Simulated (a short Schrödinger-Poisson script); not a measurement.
System: MOS inversion layer, Si3N4 on p-type Si(100), at 300 K.

```tsv
layer	material	thickness (nm)	Na (cm⁻³)
1	Si3N4	2.9	-
2	Si	200	4.6e18
```

Constants are typed, rounded textbook-type inputs, not results; the design itself was drawn at random and stands for no fabricated device. Si3N4: permittivity 7.5, conduction-band edge (eV) 1.95, gap (eV) 5.1, electron mass (mₑ) 0.5. Si: permittivity 11.7, conduction-band edge (eV) 0, gap (eV) 1.124, Nv at 300 K (cm⁻³) 3.1e19.

Channel valleys (confinement mass, in-plane density-of-states mass, number): Δ2 0.916, 0.19, 2; Δ4 0.19, 0.417, 4. At the gate the conduction-band edge of layer 1 lies 2.22 eV − eVg above the Fermi level of the channel; the field vanishes at the back. Gaps are held at their typed values at every temperature. Mesh 0.03 nm at interfaces.

Solved with a short Schrödinger-Poisson script written for these runs: 1D Poisson equation in equilibrium, electrons quantum, Hartree (BenDaniel-Duke, 12 states a valley, the channel's in-plane mass for all, wave functions free to enter the dielectric), parabolic valleys, classical holes, full ionisation, no traps, pinning or gate leakage.

Only gate voltages with over 1e8 electrons/cm² are shown.

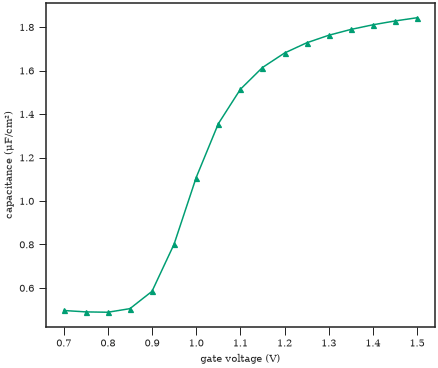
*Quasi-static capacitance against gate voltage*

```tsv
Vg (V)	electrons (cm⁻²)	C (μF/cm²)	Δ2 E0 (meV)	Δ2 E1 (meV)	Δ4 E0 (meV)	Δ4 E1 (meV)
0.7	1.29e8	0.496	272.4	405.9	355.6	572.6
0.75	5.31e8	0.490	235.6	371.2	319.8	540.7
0.8	2.21e9	0.488	198.6	336.3	283.9	508.5
0.85	9.13e9	0.505	161.7	301.5	248.0	476.2
0.9	3.63e10	0.585	125.9	267.6	213.0	444.7
0.95	1.25e11	0.802	93.5	237.1	181.6	416.4
1	3.29e11	1.11	68.0	213.2	156.8	394.3
1.05	6.51e11	1.36	49.4	196.3	139.1	378.6
1.1	1.06e12	1.51	35.8	184.3	126.2	367.5
1.15	1.51e12	1.61	25.3	175.3	116.4	359.2
1.2	2.01e12	1.68	16.7	168.2	108.5	352.8
1.25	2.52e12	1.73	9.4	162.4	101.9	347.5
1.3	3.05e12	1.76	3.0	157.5	96.2	343.1
1.35	3.59e12	1.79	-2.6	153.2	91.2	339.3
1.4	4.14e12	1.81	-7.8	149.5	86.7	335.9
1.45	4.70e12	1.83	-12.6	146.2	82.6	333.0
1.5	5.27e12	1.84	-17.0	143.2	78.8	330.3
```

Subbands count from the Fermi level.
